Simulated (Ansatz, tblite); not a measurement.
**[RuO3N]- (RuNO₃−): which spin state is lowest**

Aim: set other spin states of [RuO3N]- (RuNO₃−) against its singlet, on many levels of theory.

The runs use Ansatz 0.2.0, Gaussian basis; as each input shows.

Plan: triplet, at the geometry of the singlet (GFN1-xTB, GFN2-xTB, PBE0-D4/def2-TZVPD, PBE-D4/def2-TZVPD, r2SCAN-D4/def2-TZVPD); the singlet's energies come from earlier runs.

1 further run of the same task is left out (set aside as unsound or not needed). Runs told in other sessions of the task aren't counted.

**1. The structure**

The singlet was relaxed beforehand with PBE-D4/def2-SVPD.

5 atoms, charge -1, spin multiplicity 1.

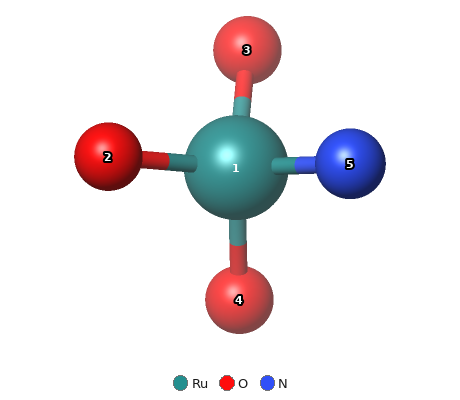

The geometry (ruthenium teal, oxygen red, nitrogen blue); atoms are numbered from 1 in the order of the file.

Geometry (Å):

```csv
atom,x (Å),y (Å),z (Å)
Ru1,0.00084,0.00146,0.00061
O2,-0.00336,-0.04273,1.74526
O3,1.63751,-0.01250,-0.60511
O4,-0.84966,1.41251,-0.57501
N5,-0.78533,-1.35875,-0.56575
```

Formally the metal is d0. Ru takes a core potential in the def2 sets. No spin-orbit coupling is included. The ion is computed in the gas phase, without counter-ions or solvent.

**2. Triplet at the fixed geometry, GFN1-xTB**

Tight binding, by tblite at 300 K electronic temperature and without a spin-polarisation term:

```python
tblite.interface.Calculator('GFN1-xTB', numbers, positions, charge=-1, uhf=2).singlepoint()
```

Energy -561.6541 eV; 0.002 s.

**3. Triplet at the fixed geometry, GFN2-xTB**

Tight binding, by tblite at 300 K electronic temperature and without a spin-polarisation term:

```python
tblite.interface.Calculator('GFN2-xTB', numbers, positions, charge=-1, uhf=2).singlepoint()
```

Energy -497.1098 eV; 0.003 s.

**4. Triplet at the fixed geometry, PBE0-D4/def2-TZVPD**

in.yaml reads:

```yaml
crystal:
  periodic: [false, false, false]
  atoms:
    - {symbol: Ru, position_ang: [0.000844, 0.001464, 0.000613]}
    - {symbol: O, position_ang: [-0.003364, -0.042726, 1.745261]}
    - {symbol: O, position_ang: [1.637507, -0.012496, -0.605115]}
    - {symbol: O, position_ang: [-0.849660, 1.412513, -0.575014]}
    - {symbol: N, position_ang: [-0.785328, -1.358745, -0.565745]}
basis:
  gaussian: {orbitals: def2-TZVPD}
total_charge: -1
magnetization: {spin_polarized: true, initial_magnetization: 2}
hamiltonian: {xc: pbe0, dispersion: d4}
scf: {omitted_lower_state_checks: [starts]}
output: {orbitals: {seedname: orbitals}}
```

On the command line:

```
$ ansatz run in.yaml --threads 4 --pin off --events-out ev --progress --plain --max-ram 3916MiB
```

The program printed:

```text
Functional definition: PBE0
  name "PBE0"
  cite "Adamo & Barone, J. Chem. Phys. 110, 6158 (1999) doi:10.1063/1.478522"
  cite "Perdew, Burke & Ernzerhof, Phys. Rev. Lett. 77, 3865 (1996) doi:10.1103/PhysRevLett.77.3865"
  parent pbe
  parameter a = 0.25
  parameter kappa = 0.804
  parameter beta = 0.06672455060314922
  exchange = (1 - a)*pbe_x(kappa = kappa, mu = beta*pi^2/3) + a*exact_x
  correlation = pbe_c(beta = beta)
these checks for a lower state are left out or cut short: starts
1109 factors; their error is unknown
mean field evaluation 1: about -10185.9997 eV, gradient 7.8e1 eV
mean field evaluation 2: about -10007.2671 eV, gradient 2.3e2 eV
mean field evaluation 4: about -10192.1177 eV, gradient 6.0e1 eV
mean field evaluation 8: about -10206.2739 eV, gradient 3.5e0 eV
mean field evaluation 16: about -10206.3992 eV, gradient 1.7e-1 eV
mean field evaluation 32: about -10206.4265 eV, gradient 1.9e0 eV
mean field -10206.44747506 eV, -375.0800265300 hartree, gradient 8.4e-6 eV, S^2 2.028652; 0 other end points of the search recorded, 0 dependent functions left out
reference -10206.44751809 eV, -375.0800281114 hartree; 25, 23 occupied and 172, 174 virtual orbitals, 1109 factors
Total energy: -10206.58159930 eV, -375.0849555047 hartree
Checks for a lower state left out: starts
```

It took 14 s on 4 threads of Arm Neoverse V2, shared host; peak memory 0.79 GiB.

From the report: HOMO -0.92 eV, LUMO -0.13 eV (over both spins); ⟨S²⟩ 2.029 (pure: 2.00).

**5. Triplet at the fixed geometry, PBE-D4/def2-TZVPD**

start.molden holds the orbitals of an earlier run on this state, given as this run's starting guess.

Edit in.yaml of step 4 so:

```diff
@@ -9,6 +9,6 @@
 basis:
-  gaussian: {orbitals: def2-TZVPD}
+  gaussian: {orbitals: def2-TZVPD, initial_orbitals: start.molden}
 total_charge: -1
 magnetization: {spin_polarized: true, initial_magnetization: 2}
-hamiltonian: {xc: pbe0, dispersion: d4}
+hamiltonian: {xc: pbe, dispersion: d4}
 scf: {omitted_lower_state_checks: [starts]}
```

The command is unchanged.

The program printed:

```text
Functional definition: PBE
  name "PBE"
  cite "Perdew, Burke & Ernzerhof, Phys. Rev. Lett. 77, 3865 (1996) doi:10.1103/PhysRevLett.77.3865"
  parent pbe
  parameter kappa = 0.804
  parameter beta = 0.06672455060314922
  exchange = pbe_x(kappa = kappa, mu = beta*pi^2/3)
  correlation = pbe_c(beta = beta)
these checks for a lower state are left out or cut short: starts
1085 factors; their error is unknown
mean field evaluation 1: about -10209.9015 eV, gradient 7.6e0 eV
mean field evaluation 2: about -10210.1409 eV, gradient 4.7e-1 eV
mean field evaluation 4: about -10210.1462 eV, gradient 1.1e-1 eV
mean field evaluation 8: about -10210.1463 eV, gradient 2.7e-5 eV
mean field evaluation 16: about -10210.1463 eV, gradient 1.1e-5 eV
mean field -10210.14630145 eV, -375.2159558927 hartree, gradient 2.2e-6 eV, S^2 2.007364; 0 other end points of the search recorded, 0 dependent functions left out
reference -10210.14635510 eV, -375.2159578643 hartree; 25, 23 occupied and 172, 174 virtual orbitals, 1085 factors
Total energy: -10210.30676746 eV, -375.2218529098 hartree
Checks for a lower state left out: starts
```

It took 7.5 s on 4 threads of Arm Neoverse V2, shared host.

HOMO 0.92 eV, LUMO -1.11 eV (over both spins; with the spin held, an empty level of the minority spin lies below the top filled one); ⟨S²⟩ 2.007 (pure: 2.00). Doubts: highest occupied level lies above zero.

**6. Triplet at the fixed geometry, r2SCAN-D4/def2-TZVPD**

Edit in.yaml of step 5 so:

```diff
@@ -12,3 +12,3 @@
 magnetization: {spin_polarized: true, initial_magnetization: 2}
-hamiltonian: {xc: pbe, dispersion: d4}
+hamiltonian: {xc: r2scan, dispersion: d4}
 scf: {omitted_lower_state_checks: [starts]}
```

Same command.

The program printed, cut to the lines that bear on the results:

```text
Functional definition: r2SCAN
  name "r2SCAN"
  cite "Furness, Kaplan, Ning, Perdew & Sun, J. Phys. Chem. Lett. 11, 8208 (2020) doi:10.1021/acs.jpclett.0c02405"
  cite "Furness, Kaplan, Ning, Perdew & Sun, J. Phys. Chem. Lett. 11, 9248 (2020) doi:10.1021/acs.jpclett.0c03077"
  parent r2scan
[...]
1085 factors; their error is unknown
[...]
mean field -10214.06299211 eV, -375.3598916194 hartree, gradient 1.6e-6 eV, S^2 2.020426; 0 other end points of the search recorded, 0 dependent functions left out
reference -10214.06302463 eV, -375.3598928146 hartree; 25, 23 occupied and 172, 174 virtual orbitals, 1085 factors
Total energy: -10214.09893540 eV, -375.3612125112 hartree
Checks for a lower state left out: starts
```

Run time: 52 s. Hardware: 4 threads of Arm Neoverse V2, shared host; peak memory 0.55 GiB.

HOMO 0.54 eV, LUMO -0.87 eV (over both spins; with the spin held, an empty level of the minority spin lies below the top filled one); ⟨S²⟩ 2.020 (pure: 2.00). Doubts: highest occupied level lies above zero.

**7. Triplet less singlet, vertical**

The singlet's energies are those of its earlier runs, whose logs aren't repeated here.

```csv
level,"triplet less singlet, vertical (kcal/mol)",time
GFN1-xTB,+58.0,0.005 s
GFN2-xTB,+52.9,0.006 s
PBE-D4/def2-TZVPD,+54.7,9.1 s
r2SCAN-D4/def2-TZVPD,+50.6,55 s
PBE0-D4/def2-TZVPD,+44.6,16 s
```

Times add the two runs; a level without a time comes out of a correlated run. Tight binding without a spin term can't rank spin states.

**8. Summary of results**

| quantity | value |
| --- | --- |
| triplet less singlet, vertical, functionals in def2-TZVPD | +44.6 (PBE0-D4) to +54.7 kcal/mol (PBE-D4) |

In words: All functionals put the triplet above the singlet, over a spread of 10.1 kcal/mol. The checks for a lower triplet were left out, so another state of that spin may lie lower. The singlet here is a closed shell; an open-shell singlet can lie lower. These are electronic energies, without zero-point motion, entropy or surroundings.

The anion's highest level is positive in at least one run, so there the basis alone may hold the extra electron.
